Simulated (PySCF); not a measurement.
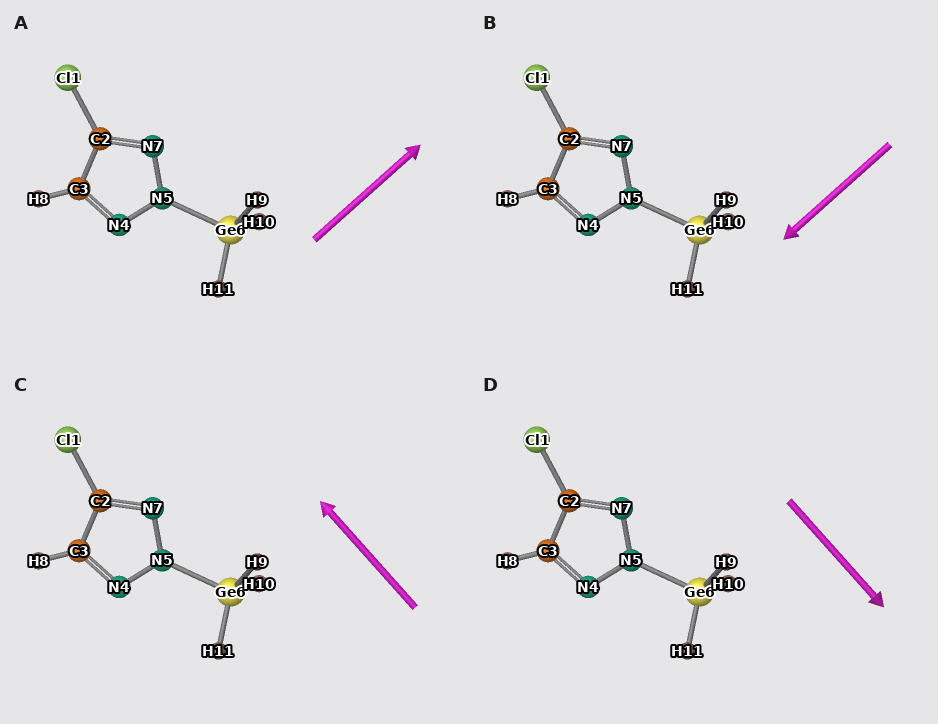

The same molecule four times, each with an arrow. The geometry was computed by an optimisation with GFN2-xTB. No frequency run is at hand to confirm it as a minimum. Method: CAM-B3LYP/def2-SVPD, gas phase (PySCF 2.14.0).

Which arrow points along the dipole moment, from the negative to the positive end?

Answer. D. The dipole moment is 2.14 D; it points from the side of Cl1 to the side of H11 (the outermost atoms at the two ends).

The geometry is semi-empirical. Around Ge such bond lengths and angles can be off by a tenth of an ångström or more and by several degrees, and values that hang on the shape move with them.
